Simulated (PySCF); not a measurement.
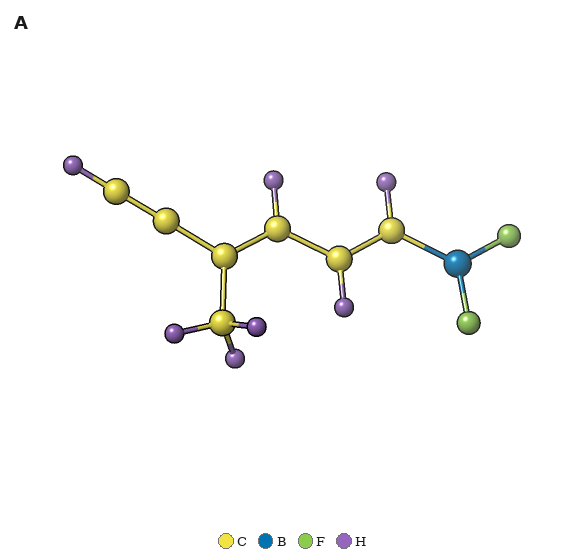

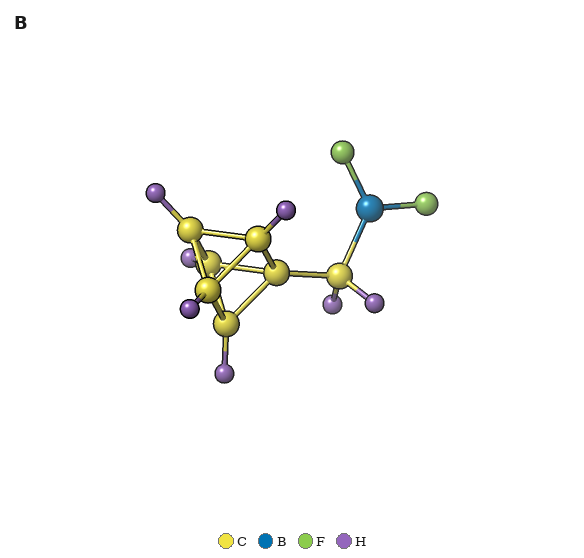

2 stationary structures of one formula. Geometries: GFN2-xTB. Electronic energies: PBE0/pcSseg-1 (PySCF 2.14.0), without zero-point energy. No frequency run is at hand to confirm each as a minimum. Each is one conformer, not always the lowest.

Are they conformers, stereoisomers or constitutional isomers?

Answer. They are constitutional isomers of C7H7BF2: A `C#C/C(C)=C/C=C/B(F)F`, B `FB(F)C[C@@]12[C@@H]3[C@H]4[C@@H]3[C@@H]1[C@H]42`.

Which is lowest in energy, and by how much?

Answer. A is lowest; B lies 39.8 kcal/mol above it.

The geometry is semi-empirical. Around B such bond lengths and angles can be off by a tenth of an ångström or more and by several degrees, and values that hang on the shape move with them.
